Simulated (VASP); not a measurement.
Band structure of Ti₂C (space group P4/nmm). Calculation: PBE GGA, VASP's PBE PAW potentials (set 64) (plane waves; VASP).

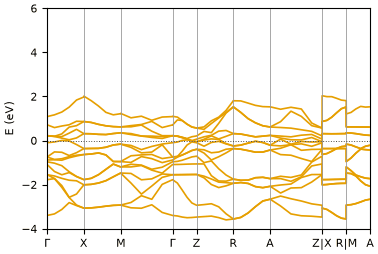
Bands along high-symmetry lines, zero at the valence-band maximum or, without a gap, the Fermi level

Question: Read the plot: is there a gap, and where are the band edges?

Answer: It has no gap at this level: it comes out as a metal or semimetal.

The structure was generated: Ti2C was put into an ordered model structure, which need not be its known phase. The cell was not relaxed at this level. The k-mesh is coarse (spacing up to 0.33 per Å, 2π included), so the numbers may not be converged in it.
